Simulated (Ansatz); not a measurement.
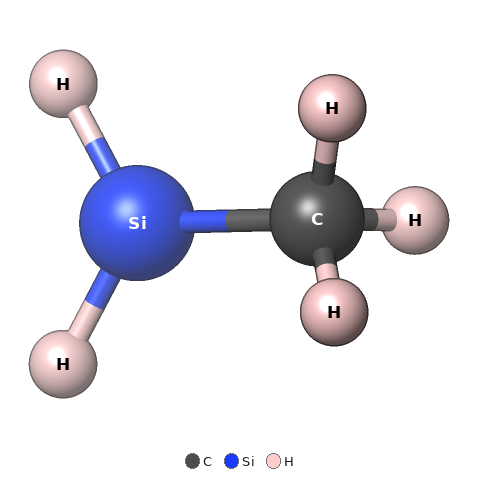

Simulated data, not a measurement (program: Ansatz).

Orthographic view. Atoms fade into the background with distance from the viewer. Charge +1, singlet. Geometry: atoms displaced at random (about 0.03 Å) from a stationary point of GFN2-xTB.

Write the InChI string.

InChI=1S/CH5Si/c1-2/h2H2,1H3/q+1
